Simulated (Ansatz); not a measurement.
N2···H5NSi (SMILES N#N.[SiH3]N)

Input file:

```
crystal:
  periodic: [false, false, false]
  atoms:
    - {symbol: N, position_ang: [0.004168, 0.111576, -3.568975]}
    - {symbol: N, position_ang: [-0.556805, 0.135744, -2.635754]}
    - {symbol: Si, position_ang: [0.692542, -0.254112, 0.967425]}
    - {symbol: N, position_ang: [-0.844881, 0.486616, 0.762198]}
    - {symbol: H, position_ang: [1.589256, 0.228607, -0.115220]}
    - {symbol: H, position_ang: [1.220961, 0.154000, 2.294896]}
    - {symbol: H, position_ang: [0.712997, -1.747663, 0.919650]}
    - {symbol: H, position_ang: [-1.517725, 0.449179, 1.510643]}
    - {symbol: H, position_ang: [-1.300412, 0.436153, -0.134962]}
basis:
  gaussian: {orbitals: "def2-TZVPPD.json"}
hamiltonian: {xc: pbe0, dispersion: d4}
output: {orbitals: {seedname: orbitals}}
```

Command:

```sh
ansatz run in.yaml --threads 4 --pin off --events-out ev --progress --plain --max-ram 9574MiB
```

Geometry: PBE0-D4/def2-TZVP.

Method: RKS PBE0-D4/def2-TZVPPD in Ansatz 0.2.0.

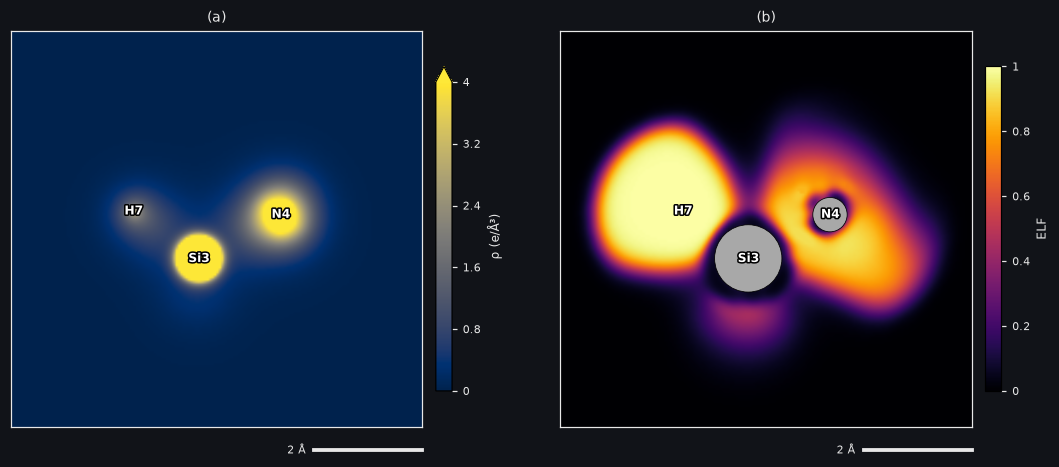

Figure 1. (a) electron density; (b) ELF on the plane of atoms N4, Si3 and H7. Grey discs cover the atomic cores in the ELF map.

Q: Read the bonding off the picture.

A:
- The section cuts through Si, N and H sites.
- Si–N (1.72 Å): ρ at the midpoint is about 1.1 e/Å³; the ELF peaks at about 0.90 between the atoms; a shared but strongly polarised pair.
- Si–H (1.49 Å): the density is about 0.8 e/Å³ at the midpoint; the ELF climbs to about 1 towards the hydrogen, as it does in any bond to H.
- The ELF also peaks beside N4, away from the bonds: lone-pair regions.

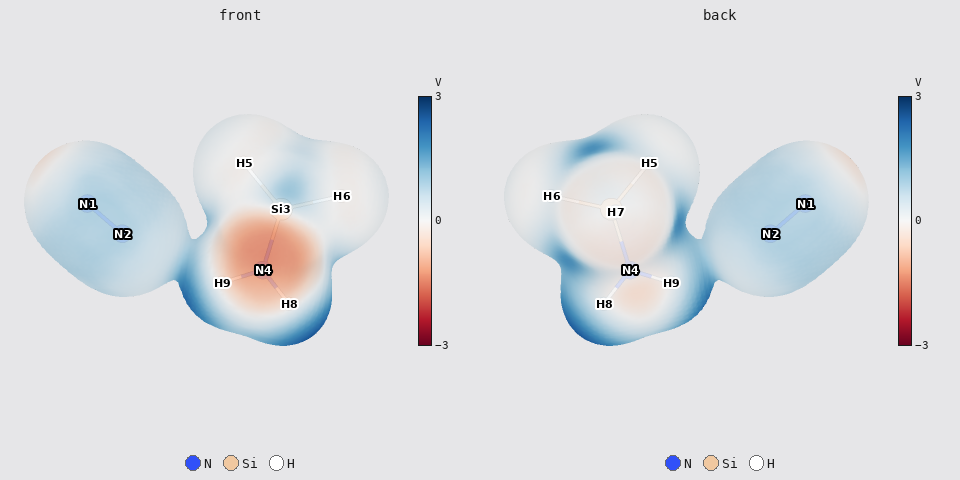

Figure 2. The electrostatic potential painted on the density surface at 0.004 e/bohr³, seen from the front and from behind; red is negative and blue positive.

Q: Describe the electrostatic potential map.

A: The most negative region (about −1.4 V, or −32 kcal/mol for a unit charge) lies over N4, the most positive (about +2.4 V, or +55 kcal/mol for a unit charge) over H8. N4 is the likeliest acceptor of a hydrogen bond.

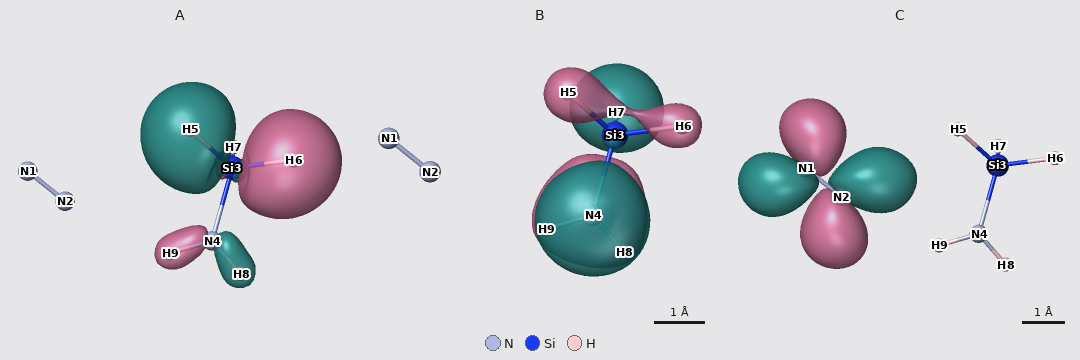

Figure 3. Three frontier orbitals at ±0.1 Å⁻³ᐟ² (teal and pink are the two phases), in no order.

Q: Which picture is the HOMO−1, the HOMO and the LUMO?

A: A is the HOMO−1 (−9.46 eV). Its weight (Hirshfeld) is mainly on Si3 (about 40 %), H6 (about 30 %) and H5 (about 25 %). B is the HOMO (−7.42 eV). By Hirshfeld shares it lies mainly on N4 (about 60 %), Si3 (about 15 %) and H7 (about 10 %). C is the LUMO (−0.72 eV). Its weight (Hirshfeld) is mainly on N1 (about 50 %) and N2 (about 45 %); π-antibonding (π*) across N1–N2.

Q: What is the HOMO–LUMO gap?

A: 6.70 eV between the orbital energies.
